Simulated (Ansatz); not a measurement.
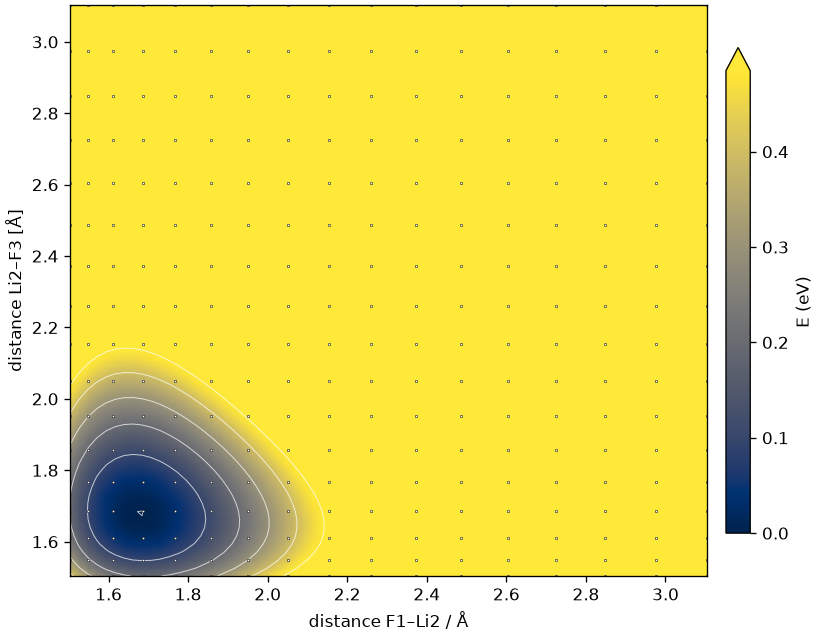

The system F⁻ + LiF. Coordinates scanned: (1) distance F1–Li2; (2) distance Li2–F3. Nothing is relaxed (the angle F1–Li2–F3 is fixed at 180 degrees). The scan uses a 17 × 17 grid; 153 points were computed and 136 follow by symmetry. Energies are in eV, from the lowest grid point. The calculation used Ansatz, RHF/def2-TZVPD.

Drawn: a smooth colour map with a few white contour lines, dots at the grid points, one colour for all values above the top of the scale. Between grid points the surface is interpolated.

Where is the minimum, and how stiff is the well along each coordinate?

The interpolated minimum is at distance F1–Li2 ≈ 1.676 Å, distance Li2–F3 ≈ 1.676 Å. The curvatures there are about 9.5 eV/Å² and 9.5 eV/Å², with a cross term of about 0.8 eV/Å². Round the minimum the two coordinates are weakly coupled (coupling 0.09 in units of the two stiffnesses).
